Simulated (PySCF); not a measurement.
Excited-state calculation of SnH$_{2}$O$_{2}$ (part 3 of 3)

SnH$_{2}$O$_{2}$, SMILES [OH][Sn][OH]; NEVPT2/def2-mTZVP, RHF, core potentials def2-svp (PySCF 2.14.0). The geometry comes from this level: PBE0-D4/def2-TZVP.

Geometry of the input (Å):
```
O  -0.9843  0.1778  -0.6138
Sn -0.1537  -0.9439  0.8009
O  1.5618  0.0029  0.6361
H  -1.9012  -0.0056  -0.8314
H  1.5272  0.6951  -0.0333
```

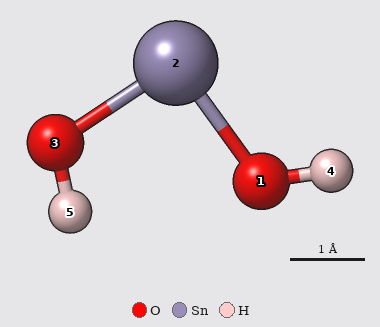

**Figure 1.** The structure as given in the input (ball-and-stick view, seen on its broad side; atoms are numbered from 1 in the order of the input). Sticks mark near contacts.

## Output, continued
```
<CAS-nat-orb|mo-hf>  18     19       0.91967680
<CAS-nat-orb|mo-hf>  19     17       0.85763878
<CAS-nat-orb|mo-hf>  20     21       0.97217291
<CAS-nat-orb|mo-hf>  21     16      -0.47231046
<CAS-nat-orb|mo-hf>  21     20       0.79122810
<CAS-nat-orb|mo-hf>  22     28       0.43275586
<CAS-nat-orb|mo-hf>  22     34       0.40755115
<CAS-nat-orb|mo-hf>  23     48       0.71253619
<CAS-nat-orb|mo-hf>  24     47      -0.71162024
<CAS-nat-orb|mo-hf>  25     27      -0.40130624
Using density fitting integrals for NEVPT2
Sr    (-1)',   E = -0.00903979791622
Si    (+1)',   E = -0.01296565462037
Sijrs (0)  ,   E = -0.19832361237600
Sijr  (+1) ,   E = -0.03238011908888
Srsi  (-1) ,   E = -0.09208194166391
Srs   (-2) ,   E = -0.04074193444295
Sij   (+2) ,   E = -0.00433283005283
Sir   (0)' ,   E = -0.11923979571426
Nevpt2 Energy = -0.509105685875431

******** <class 'pyscf.mrpt.nevpt2.NEVPT'> ********
NEVPT2 (4e+4e, 9o), ncore = 16, nvir = 65
root = 2
Natural occ [1.96959118 1.96480659 1.95414131 1.24231579 0.7764764  0.03416458
 0.03110291 0.01858711 0.00881413]
Natural orbital (expansion on meta-Lowdin AOs) in CAS space

WARN: Weak orthogonality for localized orbitals 3.825756863633785e-09

               #1        #2        #3        #4        #5
0 O 1s          -0.00005   0.00002   0.00002   0.00002  -0.00001
0 O 2s          -0.04347   0.00636   0.00011   0.00070   0.00021
0 O 3s           0.00554  -0.05311   0.00012  -0.00131  -0.00076
0 O 4s           0.00212   0.01317  -0.00022   0.00105   0.00163
0 O 5s          -0.00074   0.00299   0.00004  -0.00016  -0.00046
0 O 2px          0.00777   0.05360  -0.11854   0.21100  -0.16879
0 O 2py         -0.27478   0.61760   0.26321  -0.46806   0.37445
0 O 2pz          0.26339  -0.56170   0.27751  -0.49589   0.39751
0 O 3px          0.02733   0.04520   0.01048   0.02051   0.02384
0 O 3py          0.02249  -0.02508  -0.02313  -0.04476  -0.05279
0 O 3pz         -0.01173   0.04234  -0.02474  -0.04420  -0.05359
0 O 4px         -0.01036  -0.00418   0.00077  -0.01490  -0.01741
0 O 4py         -0.00140  -0.01230  -0.00193   0.03241   0.03790
0 O 4pz         -0.00289   0.00981  -0.00211   0.03239   0.03571
0 O 3dxy         0.01018  -0.00420   0.00131   0.02900   0.02037
0 O 3dyz        -0.01513   0.01769  -0.00116   0.00786  -0.00357
0 O 3dz^2        0.00646  -0.00110   0.00886   0.04165   0.06409
0 O 3dxz        -0.01985  -0.00074  -0.00282   0.01530  -0.00706
0 O 3dx2-y2     -0.02246   0.00503   0.00563   0.00289   0.03056
0 O 4dxy         0.01976   0.01286   0.01196   0.07013   0.07256
0 O 4dyz        -0.02491   0.00190   0.00357   0.01101   0.00375
0 O 4dz^2        0.01083  -0.00281   0.01668   0.14102   0.17696
0 O 4dxz        -0.03812  -0.01853   0.00682   0.00870  -0.00902
0 O 4dx2-y2     -0.04019  -0.00865  -0.00000   0.04474   0.07340
1 Sn 4s         -0.00202   0.00322  -0.00000   0.00000   0.00000
1 Sn 5s         -0.01659   0.32215   0.00009   0.00000   0.00023
1 Sn 6s          0.04623   0.08936   0.00047   0.00050   0.00013
1 Sn 7s         -0.00144   0.01274   0.00022   0.00028   0.00006
1 Sn 8s         -0.01432  -0.01541  -0.00023  -0.00027  -0.00005
1 Sn 9s          0.01292   0.00310   0.00012   0.00019   0.00005
1 Sn 4px         0.00202   0.00003   0.00522   0.00633   0.00979
1 Sn 4py        -0.04488  -0.00494  -0.00478  -0.01494  -0.01886
1 Sn 4pz         0.01789   0.03304  -0.01051  -0.03313  -0.04188
1 Sn 5px        -0.00857   0.07730   0.02565   0.08217   0.10375
1 Sn 5py         0.02404  -0.00346   0.00172  -0.00509  -0.00456
1 Sn 5pz         0.00566   0.01001  -0.00389   0.01112   0.01031
1 Sn 6px         0.00230   0.02175   0.00781   0.06455   0.07663
1 Sn 6py         0.12833   0.05352   0.01663   0.17135   0.20014
1 Sn 6pz         0.07798   0.14256  -0.03815  -0.37780  -0.44093
1 Sn 7px         0.02018   0.09881   0.03559   0.38388   0.44688
1 Sn 7py         0.07148   0.00358   0.00773  -0.00806  -0.00899
1 Sn 7pz        -0.02388  -0.04244   0.01467  -0.01950  -0.01592
1 Sn 8px         0.00603  -0.02104  -0.00926   0.03842   0.03997
1 Sn 8py        -0.02045  -0.00210  -0.00105  -0.00568  -0.00786
1 Sn 8pz         0.00654   0.01279  -0.00225  -0.01350  -0.01773
1 Sn 4dxy        0.02278  -0.08731  -0.01103  -0.00330   0.00940
1 Sn 4dyz        0.07695   0.00234  -0.01724   0.02661  -0.01331
1 Sn 4dz^2      -0.05737   0.06595  -0.02618  -0.00462   0.01962
1 Sn 4dxz       -0.05512  -0.02536  -0.02870   0.00584   0.01183
1 Sn 4dx2-y2    -0.00551  -0.00090  -0.00134  -0.00483   0.00475
1 Sn 5dxy        0.00333  -0.01806  -0.00447   0.00069   0.00697
1 Sn 5dyz        0.01151   0.00261  -0.00753   0.01732   0.00011
1 Sn 5dz^2      -0.00683   0.02033  -0.01041   0.00255   0.01279
1 Sn 5dxz       -0.00941  -0.01210  -0.01162   0.00860   0.01084
1 Sn 5dx2-y2     0.00073   0.01217   0.01369  -0.00016  -0.02185
1 Sn 6dxy        0.00420  -0.04159   0.00701  -0.01953  -0.02619
1 Sn 6dyz        0.02143   0.00026   0.00599  -0.06023  -0.07502
1 Sn 6dz^2      -0.01286   0.00343   0.01588  -0.04766  -0.06376
1 Sn 6dxz        0.01703  -0.00770  -0.01613   0.06233   0.08196
1 Sn 6dx2-y2     0.03059   0.00849   0.00467  -0.00518  -0.00798
2 O 1s          -0.00001   0.00015  -0.00002  -0.00002   0.00004
2 O 2s           0.20988   0.09027  -0.00036  -0.00064   0.00060
2 O 3s          -0.05383  -0.05184  -0.00004   0.00077   0.00003
2 O 4s           0.01130   0.00988   0.00036   0.00053  -0.00046
2 O 5s           0.00375   0.00403  -0.00014  -0.00028   0.00019
2 O 2px          0.80308   0.29251  -0.26791  -0.07854   0.09370
2 O 2py          0.30055   0.11490   0.59455   0.17092  -0.20367
2 O 2pz          0.05638   0.01510   0.62909   0.18167  -0.21604
2 O 3px         -0.07250  -0.05968   0.02426   0.02945   0.02378
2 O 3py         -0.02956  -0.01855  -0.05310  -0.06427  -0.05513
2 O 3pz         -0.00099  -0.00686  -0.05609  -0.06861  -0.05925
2 O 4px         -0.02293  -0.00788   0.00380  -0.00887  -0.01363
2 O 4py         -0.00863  -0.00853  -0.00656   0.02311   0.02772
2 O 4pz         -0.00160   0.00428  -0.00735   0.02407   0.03020
2 O 3dxy        -0.01221  -0.00452  -0.02170  -0.02381  -0.01794
2 O 3dyz        -0.00929  -0.01509  -0.00823  -0.01613  -0.01421
2 O 3dz^2        0.01841   0.01262  -0.02506   0.00500   0.02100
2 O 3dxz        -0.01390  -0.01257  -0.01535  -0.03611  -0.03413
2 O 3dx2-y2     -0.03505  -0.02731   0.00465   0.03374   0.03576
2 O 4dxy        -0.00177   0.00684  -0.02216  -0.06292  -0.06606
2 O 4dyz        -0.00796  -0.02829  -0.00939  -0.04428  -0.04855
2 O 4dz^2        0.00682   0.01166  -0.01945   0.02819   0.04079
2 O 4dxz        -0.00649  -0.02368  -0.01811  -0.10064  -0.11255
2 O 4dx2-y2     -0.01802  -0.03776   0.00858   0.09533   0.10885
3 H 1s          -0.01065  -0.01534   0.00024   0.00020  -0.00035
3 H 2s          -0.02438   0.00419  -0.00064  -0.00031  -0.00018
3 H 3s           0.00566  -0.00088   0.00010  -0.00002  -0.00035
4 H 1s          -0.00474   0.03610  -0.00034  -0.00056   0.00044
4 H 2s           0.02653   0.02737  -0.00008  -0.00025  -0.00050
4 H 3s           0.00685   0.00727   0.00031   0.00014  -0.00031
               #6        #7        #8        #9
0 O 1s          -0.00028   0.00009   0.00004   0.00005
0 O 2s          -0.04248   0.05748  -0.00013  -0.00011
0 O 3s          -0.06213   0.03151   0.00065   0.00150
0 O 4s           0.00725  -0.02525  -0.00093  -0.00056
0 O 5s           0.00733   0.00239   0.00021   0.00003
0 O 2px          0.00198   0.00237   0.00381  -0.00510
0 O 2py         -0.09203   0.03227  -0.00881   0.01092
0 O 2pz          0.08858  -0.02900  -0.01022   0.01044
0 O 3px         -0.06075  -0.10383   0.05327  -0.25975
0 O 3py         -0.51233   0.03168  -0.11562   0.58005
0 O 3pz          0.45769  -0.06995  -0.12314   0.61213
0 O 4px          0.01387   0.03919   0.01635  -0.08266
0 O 4py         -0.10856   0.03308  -0.03638   0.18270
0 O 4pz          0.10850  -0.01531  -0.03753   0.19517
0 O 3dxy         0.00193  -0.01199   0.00847   0.00712
0 O 3dyz         0.04912   0.01386   0.00790   0.01059
0 O 3dz^2       -0.01736  -0.01549  -0.00670  -0.01690
0 O 3dxz         0.01156   0.04852   0.01437   0.01674
0 O 3dx2-y2      0.04074   0.05302  -0.01648  -0.02270
0 O 4dxy        -0.04950  -0.03866   0.03156   0.05451
0 O 4dyz         0.02109   0.05928   0.02604   0.02856
0 O 4dz^2        0.00588  -0.03810  -0.02028   0.03968
0 O 4dxz         0.07406   0.11931   0.05534   0.04925
0 O 4dx2-y2      0.05231   0.13505  -0.05806  -0.03161
1 Sn 4s         -0.00389   0.00855   0.00000  -0.00000
1 Sn 5s         -0.04146   0.20597   0.00001  -0.00005
1 Sn 6s          0.11567  -0.14884   0.00160   0.00198
1 Sn 7s          0.01787  -0.01467   0.00043   0.00074
1 Sn 8s         -0.04851   0.07405  -0.00049  -0.00077
1 Sn 9s          0.03176  -0.05294   0.00022   0.00046
1 Sn 4px         0.01315  -0.00591   0.00197  -0.00137
1 Sn 4py         0.05375   0.05779  -0.00062   0.00038
1 Sn 4pz         0.03227  -0.04922  -0.00135   0.00088
1 Sn 5px         0.12063  -0.04772  -0.00193   0.00118
1 Sn 5py         0.01670   0.02345  -0.00065   0.00022
1 Sn 5pz        -0.01104   0.01975   0.00137  -0.00061
1 Sn 6px         0.07445  -0.03515  -0.01171   0.00728
1 Sn 6py        -0.34076  -0.35584  -0.02107  -0.00025
1 Sn 6pz         0.21130  -0.35906   0.03180  -0.01764
1 Sn 7px         0.32354  -0.17916  -0.03610   0.01628
1 Sn 7py        -0.14548  -0.20588   0.01197   0.00366
1 Sn 7pz        -0.11705   0.13559   0.01528  -0.00704
1 Sn 8px        -0.14924   0.03055  -0.01668   0.00685
1 Sn 8py        -0.01874  -0.01427   0.00749  -0.00649
1 Sn 8pz        -0.01662   0.01357   0.01915  -0.01112
1 Sn 4dxy        0.01162  -0.00610  -0.02082  -0.00992
1 Sn 4dyz        0.01099  -0.00012  -0.02011   0.05684
1 Sn 4dz^2       0.02083   0.01991  -0.04838  -0.01614
1 Sn 4dxz       -0.02972  -0.01183  -0.04854   0.00713
1 Sn 4dx2-y2     0.00906   0.01360   0.00334   0.00364
1 Sn 5dxy        0.03488  -0.01088  -0.00603  -0.00079
1 Sn 5dyz        0.01792   0.02965  -0.01102   0.01623
1 Sn 5dz^2      -0.01927  -0.01167  -0.01176   0.00314
1 Sn 5dxz       -0.01592  -0.02348  -0.01417   0.00868
1 Sn 5dx2-y2     0.00328   0.01790   0.10531   0.14420
1 Sn 6dxy       -0.08208   0.01416   0.08211   0.03218
1 Sn 6dyz       -0.05154   0.01001   0.09705  -0.22605
1 Sn 6dz^2      -0.06289   0.01377   0.18960   0.04285
1 Sn 6dxz       -0.11925   0.02330  -0.19901   0.04478
1 Sn 6dx2-y2    -0.03349  -0.05907   0.06869   0.10161
2 O 1s           0.00009   0.00049  -0.00006  -0.00008
2 O 2s           0.03608   0.06624   0.00015   0.00009
2 O 3s           0.03685   0.18105  -0.00197  -0.00212
2 O 4s          -0.01905   0.03019   0.00093   0.00106
2 O 5s           0.00142  -0.02372  -0.00010  -0.00014
2 O 2px          0.01095   0.21080   0.02740  -0.00459
2 O 2py         -0.01216   0.09248  -0.06359   0.00613
2 O 2pz          0.01608   0.00150  -0.06664   0.00741
2 O 3px          0.09680   0.54537   0.25407   0.05449
2 O 3py          0.09749   0.18258  -0.56324  -0.11833
2 O 3pz         -0.05531   0.05711  -0.59642  -0.12550
2 O 4px          0.03702   0.20603   0.08517   0.01991
2 O 4py          0.00257   0.07752  -0.18605  -0.03928
2 O 4pz          0.01369   0.01492  -0.19697  -0.04148
2 O 3dxy         0.01503  -0.00485  -0.01463   0.00702
2 O 3dyz        -0.02287   0.01137  -0.00377  -0.00272
2 O 3dz^2        0.00424  -0.00454  -0.03852   0.01109
2 O 3dxz        -0.02431   0.01406  -0.00195  -0.00396
2 O 3dx2-y2     -0.02594   0.01811  -0.01117   0.01008
2 O 4dxy         0.01925  -0.04154  -0.02968   0.03207
2 O 4dyz        -0.07655   0.05213  -0.00315   0.00338
2 O 4dz^2        0.02761   0.00585  -0.08420   0.05197
2 O 4dxz        -0.05901   0.03633   0.00625   0.00797
2 O 4dx2-y2     -0.08503   0.03210  -0.03760   0.01228
3 H 1s          -0.07013   0.04594   0.00042   0.00065
3 H 2s           0.04558   0.05785  -0.00201  -0.00089
3 H 3s          -0.02282  -0.01093   0.00085   0.00124
4 H 1s           0.08920   0.02294  -0.00089  -0.00118
4 H 2s          -0.03832  -0.02376   0.00099   0.00234
4 H 3s           0.00180  -0.00035   0.00163   0.00201
<CAS-nat-orb|mo-hf>  17     17       0.88001147
<CAS-nat-orb|mo-hf>  18     16      -0.47046029
<CAS-nat-orb|mo-hf>  18     20       0.81742370
<CAS-nat-orb|mo-hf>  19     18       0.87777577
<CAS-nat-orb|mo-hf>  19     19       0.46967842
<CAS-nat-orb|mo-hf>  20     19       0.66216932
<CAS-nat-orb|mo-hf>  20     21       0.67618128
<CAS-nat-orb|mo-hf>  21     19      -0.57903729
<CAS-nat-orb|mo-hf>  21     21       0.70029843
<CAS-nat-orb|mo-hf>  22     22       0.42850211
<CAS-nat-orb|mo-hf>  23     34       0.42022651
<CAS-nat-orb|mo-hf>  24     30      -0.40543115
<CAS-nat-orb|mo-hf>  24     48       0.66866457
<CAS-nat-orb|mo-hf>  25     47      -0.67260593
Using density fitting integrals for NEVPT2
Sr    (-1)',   E = -0.01278824796543
Si    (+1)',   E = -0.00458189649644
Sijrs (0)  ,   E = -0.19837669317690
Sijr  (+1) ,   E = -0.02713533301964
Srsi  (-1) ,   E = -0.09528258043501
Srs   (-2) ,   E = -0.04057372759628
Sij   (+2) ,   E = -0.00361548107468
Sir   (0)' ,   E = -0.12148281178894
Nevpt2 Energy = -0.503836771553325
E(NEVPT2) = -364.943629268
state  energy (Eh)  excitation (eV)
  0    -364.94362927    0.0000
  1    -364.75824932    5.0444
  2    -364.72834901    5.8581
```

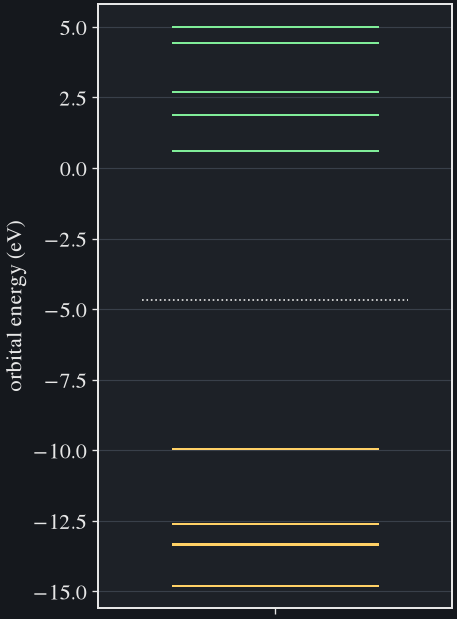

**Figure 2.** Orbital energies near the frontier (SCF reference); the dotted line parts filled from empty levels, and levels within 0.02 eV of each other stand side by side. Highest filled −9.96 eV, lowest empty 0.60 eV, 10.56 eV apart.
